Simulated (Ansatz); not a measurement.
# Geometry relaxation, with input and output: BN3H6 (part 2 of 2)

BN3H6; RKS BHLYP-D4/6-31G* (Ansatz 0.2.0). It belongs to a series of runs on one base structure; here: start relaxed.

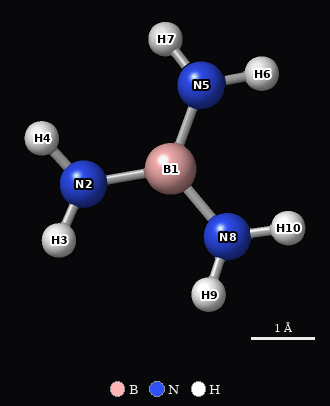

The geometry at step 14 of the log (ball-and-stick view, seen on its broad side; atoms are numbered from 1 in the order of the input).

## Trajectory as extended XYZ, continued
```
10
Properties=species:S:1:pos:R:3:forces:R:3 step=9 energy=-5244.10187
B     0.0138   -0.0150   -0.0007   -0.0197  -0.0132   0.0711
N    -0.0070    0.1653    1.4157   -0.0149  -0.0157   0.0720
H    -0.8550    0.0787    1.9419    0.0712  -0.0205  -0.0399
H     0.8038   -0.0546    1.9597   -0.0200   0.0337   0.0184
N     1.2695    0.0273   -0.6838    0.1806   0.2046  -0.0998
H     1.3024   -0.0120   -1.6866    0.0355   0.0102   0.1674
H     2.0379    0.5541   -0.2981   -0.2806  -0.2157  -0.1350
N    -1.1972   -0.2574   -0.7083   -0.0076   0.0283  -0.0650
H    -2.0766   -0.3716   -0.2466    0.0238   0.0207   0.0067
H    -1.2917   -0.1147   -1.6932    0.0317  -0.0324   0.0041
10
Properties=species:S:1:pos:R:3:forces:R:3 step=10 energy=-5244.11025
B     0.0074    0.0009    0.0024   -0.0205   0.0188  -0.0019
N    -0.0059    0.1327    1.4245   -0.0284   0.0152  -0.0515
H    -0.8474    0.0421    1.9564    0.0009  -0.0067  -0.0014
H     0.8160    0.0043    1.9788    0.0103  -0.0036  -0.0361
N     1.2521    0.0389   -0.6989   -0.0094  -0.0178   0.0243
H     1.2843    0.0599   -1.6983   -0.0052   0.0198   0.0035
H     2.0558    0.4668   -0.2852    0.0152  -0.0150   0.0009
N    -1.2154   -0.1547   -0.7123    0.0106  -0.0064   0.0488
H    -2.0821   -0.3604   -0.2600   -0.0024  -0.0083  -0.0047
H    -1.2648   -0.2306   -1.7074    0.0289   0.0039   0.0181
10
Properties=species:S:1:pos:R:3:forces:R:3 step=11 energy=-5244.11199
B     0.0044    0.0051    0.0013   -0.0138   0.0055   0.0087
N    -0.0089    0.1444    1.4197    0.0148   0.0099   0.0780
H    -0.8435    0.0221    1.9561   -0.0024  -0.0076  -0.0022
H     0.8196    0.0235    1.9663   -0.0043   0.0030  -0.0136
N     1.2486    0.0317   -0.6988    0.0485  -0.0026  -0.0346
H     1.2767    0.1011   -1.6964   -0.0019   0.0014   0.0003
H     2.0627    0.4281   -0.2735   -0.0003  -0.0031   0.0043
N    -1.2174   -0.1473   -0.7109   -0.0472  -0.0024  -0.0566
H    -2.0861   -0.3490   -0.2606    0.0005   0.0009   0.0063
H    -1.2560   -0.2597   -1.7031    0.0061  -0.0050   0.0094
10
Properties=species:S:1:pos:R:3:forces:R:3 step=12 energy=-5244.11195 accepted=F
B     0.0006    0.0148    0.0006    0.0121  -0.0390   0.0350
N    -0.0105    0.1466    1.4207   -0.0037   0.0085   0.0424
H    -0.8398   -0.0005    1.9601    0.0213   0.0012  -0.0174
H     0.8234    0.0427    1.9630   -0.0139   0.0059  -0.0130
N     1.2450    0.0306   -0.7017    0.0828   0.0392  -0.0286
H     1.2718    0.1325   -1.6979    0.0010   0.0013   0.0676
H     2.0708    0.3949   -0.2655   -0.0782  -0.0306  -0.0481
N    -1.2231   -0.1244   -0.7135   -0.0478  -0.0357  -0.2934
H    -2.0901   -0.3361   -0.2637    0.0120   0.0056   0.0206
H    -1.2481   -0.3011   -1.7019    0.0144   0.0436   0.2349
10
Properties=species:S:1:pos:R:3:forces:R:3 step=13 energy=-5244.11258
B     0.0023    0.0081    0.0015   -0.0065   0.0069   0.0088
N    -0.0096    0.1500    1.4215    0.0011  -0.0002  -0.0247
H    -0.8405    0.0080    1.9587   -0.0020  -0.0043   0.0074
H     0.8226    0.0319    1.9628    0.0014  -0.0005   0.0061
N     1.2484    0.0268   -0.6996   -0.0229  -0.0055   0.0079
H     1.2729    0.1161   -1.6956    0.0057   0.0047  -0.0062
H     2.0639    0.4155   -0.2697    0.0081   0.0000  -0.0009
N    -1.2207   -0.1361   -0.7139    0.0249   0.0061  -0.0022
H    -2.0886   -0.3405   -0.2633   -0.0059   0.0004   0.0029
H    -1.2505   -0.2799   -1.7023   -0.0038  -0.0076   0.0009
10
Properties=species:S:1:pos:R:3:forces:R:3 step=14 energy=-5244.11298
B     0.0008    0.0110    0.0007    0.0083   0.0009  -0.0090
N    -0.0111    0.1477    1.4203   -0.0052   0.0001   0.0042
H    -0.8386   -0.0063    1.9596   -0.0016  -0.0021  -0.0001
H     0.8234    0.0470    1.9614    0.0045   0.0025   0.0020
N     1.2461    0.0254   -0.7018   -0.0027  -0.0005   0.0019
H     1.2694    0.1410   -1.6954    0.0010   0.0026   0.0026
H     2.0683    0.3932   -0.2656   -0.0014  -0.0034  -0.0027
N    -1.2225   -0.1231   -0.7171   -0.0049   0.0007   0.0021
H    -2.0896   -0.3264   -0.2635    0.0003   0.0009   0.0010
H    -1.2462   -0.3095   -1.6986    0.0016  -0.0018  -0.0020
10
Properties=species:S:1:pos:R:3:forces:R:3 step=15 energy=-5244.11305
B    -0.0007    0.0119   -0.0008    0.0080   0.0108  -0.0025
N    -0.0135    0.1454    1.4185    0.0163  -0.0134   0.0382
H    -0.8356   -0.0279    1.9608    0.0123   0.0052  -0.0104
H     0.8251    0.0755    1.9593   -0.0286   0.0013  -0.0158
N     1.2438    0.0220   -0.7046    0.0256   0.0168  -0.0258
H     1.2660    0.1730   -1.6944    0.0006  -0.0064   0.0373
H     2.0743    0.3605   -0.2594   -0.0253  -0.0091  -0.0160
N    -1.2250   -0.1110   -0.7203   -0.0117  -0.0241  -0.0770
H    -2.0911   -0.3127   -0.2637   -0.0021   0.0059   0.0027
H    -1.2432   -0.3368   -1.6954    0.0048   0.0129   0.0693
10
Properties=species:S:1:pos:R:3:forces:R:3 step=16 energy=-5244.11300 accepted=F
B    -0.0006    0.0172   -0.0014    0.0004  -0.0600   0.0129
N    -0.0134    0.1445    1.4189    0.0042   0.0141   0.0067
H    -0.8367   -0.0274    1.9597    0.0103   0.0011  -0.0074
H     0.8244    0.0682    1.9594   -0.0133   0.0071  -0.0051
N     1.2443    0.0242   -0.7048    0.0031   0.0214  -0.0182
H     1.2666    0.1723   -1.6947    0.0013  -0.0007   0.0229
H     2.0743    0.3641   -0.2605   -0.0090  -0.0042  -0.0076
N    -1.2246   -0.1121   -0.7206   -0.0007   0.0077  -0.0343
H    -2.0921   -0.3051   -0.2629    0.0034   0.0002   0.0003
H    -1.2423   -0.3461   -1.6930    0.0003   0.0133   0.0297
10
Properties=species:S:1:pos:R:3:forces:R:3 step=17 energy=-5244.11319
B    -0.0003    0.0119   -0.0009    0.0023   0.0031  -0.0006
N    -0.0134    0.1433    1.4187    0.0048  -0.0044   0.0119
H    -0.8359   -0.0289    1.9603    0.0039   0.0015  -0.0028
H     0.8244    0.0767    1.9603   -0.0090   0.0008  -0.0046
N     1.2438    0.0235   -0.7052    0.0089   0.0051  -0.0088
H     1.2659    0.1741   -1.6944    0.0003  -0.0016   0.0123
H     2.0748    0.3600   -0.2603   -0.0077  -0.0028  -0.0054
N    -1.2245   -0.1129   -0.7205   -0.0036  -0.0076  -0.0245
H    -2.0919   -0.3079   -0.2637   -0.0010   0.0023   0.0008
H    -1.2429   -0.3397   -1.6943    0.0011   0.0038   0.0218
10
Properties=species:S:1:pos:R:3:forces:R:3 step=18 energy=-5244.11322
B    -0.0001    0.0117   -0.0010    0.0001  -0.0002  -0.0008
N    -0.0135    0.1416    1.4187   -0.0005   0.0000   0.0005
H    -0.8359   -0.0310    1.9601   -0.0002  -0.0002   0.0003
H     0.8240    0.0794    1.9608    0.0004   0.0004   0.0001
N     1.2438    0.0242   -0.7057    0.0004  -0.0007  -0.0002
H     1.2657    0.1766   -1.6944   -0.0002   0.0006   0.0000
H     2.0755    0.3580   -0.2605    0.0002   0.0000   0.0001
N    -1.2242   -0.1137   -0.7208    0.0003   0.0001   0.0004
H    -2.0926   -0.3038   -0.2638   -0.0004   0.0002   0.0001
H    -1.2427   -0.3431   -1.6935   -0.0001  -0.0002  -0.0005
```

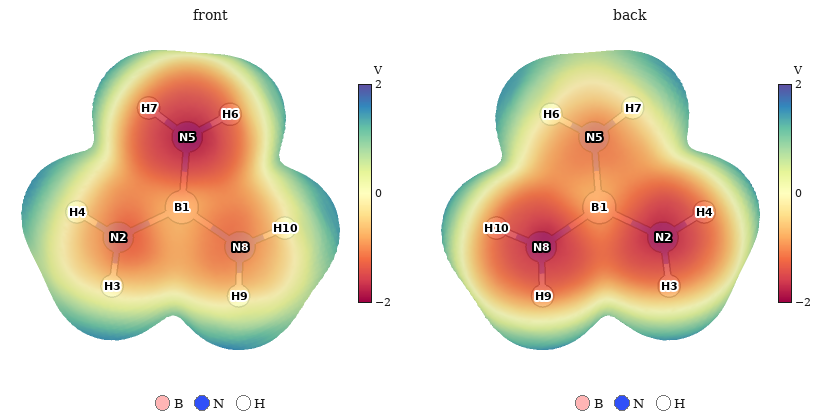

The electrostatic potential painted on the density surface at 0.002 e/bohr³, seen face on and from behind; the colour scale runs from red (negative) to blue (positive). A positive charge is drawn to the negative regions and a negative charge to the positive ones.

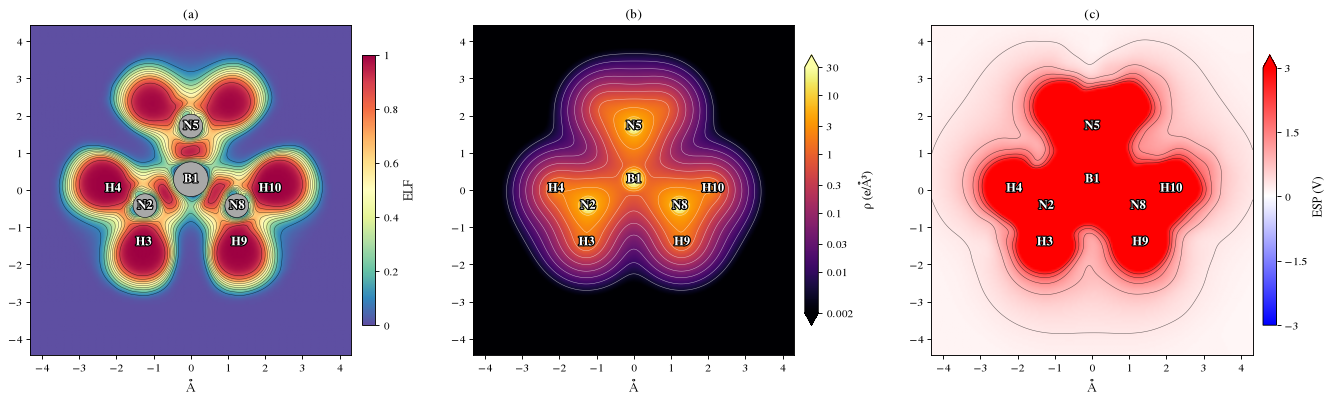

(a) electron localisation function; (b) electron density; (c) molecular electrostatic potential on the plane of atoms N2, B1 and N8. Grey discs, where drawn, cover atomic cores. N–H (1.00 Å): ρ is about 2.8 e/Å³ halfway, with its minimum of 2.3 e/Å³ about 0.7 Å from N; the ELF climbs to about 1 towards the hydrogen, as it does in any bond to H; a covalent bond by its length. The potential has no marked negative region in this plane.

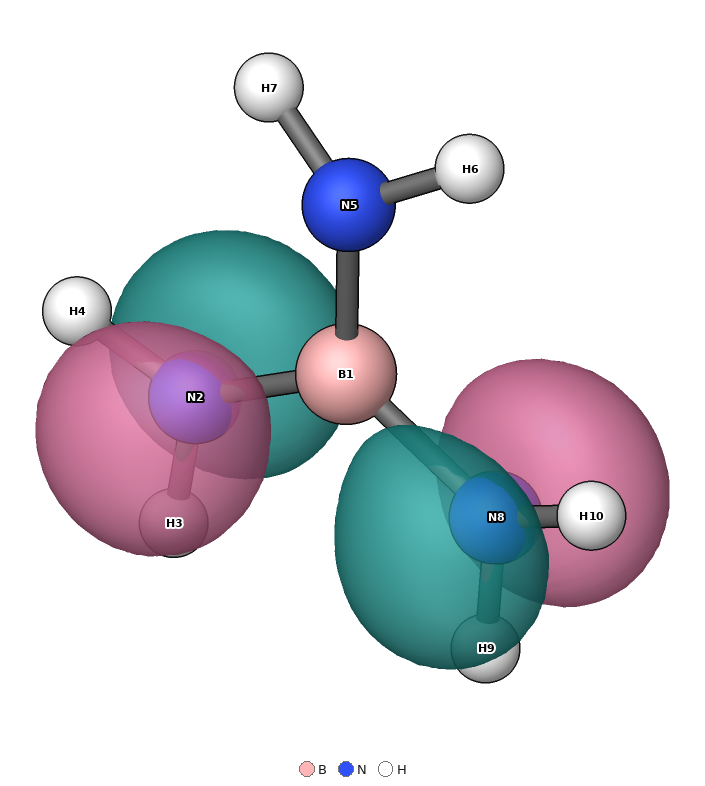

The HOMO at ±0.15 Å⁻³ᐟ² (teal and pink are the two phases), seen at a tilt. Its energy is −7.56 eV.

This output came from the following input.

## The input
```yaml
crystal:
  periodic: [false, false, false]
  atoms:
    - { symbol: B, position_ang: [0.0, 0.0, 0.0] }
    - { symbol: "N", position_ang: [0.0, 0.0, 1.55] }
    - { symbol: H, position_ang: [-0.877, -0.2713, 2.08] }
    - { symbol: H, position_ang: [0.877, 0.2713, 2.08] }
    - { symbol: "N", position_ang: [1.3423, 0.0, -0.775] }
    - { symbol: H, position_ang: [1.8089, -0.9179, -1.0268] }
    - { symbol: H, position_ang: [1.7937, 0.9179, -1.0532] }
    - { symbol: "N", position_ang: [-1.3423, 0.0, -0.775] }
    - { symbol: H, position_ang: [-2.0112, -0.8164, -0.6764] }
    - { symbol: H, position_ang: [-1.5914, 0.8164, -1.4036] }
basis:
  gaussian: { orbitals: "6-31G*" }
hamiltonian:
  xc: { name: BHLYP }
  dispersion: d4
relax:
  f_tol: 0.02
  max_steps: 40
output:
  orbitals: {}
```

Command:
```bash
ansatz run input.yaml --threads 1 --pin off --max-ram 2048MiB --backend cpu --events-out ev --progress --plain --runs-dir out
```

## Results in brief

| quantity | value |
| --- | --- |
| outcome | converged |
| total energy | −5244.1133 eV |
| mean-field energy | −5243.9579 eV |
| largest force (length of the vector) at the end | 0.001 eV/Å |
| hardware | 1 thread of Intel Xeon (Sapphire Rapids), 32 GiB of memory available, shared host |
| wall time | 36 s |
| peak memory | 0.15 GiB |
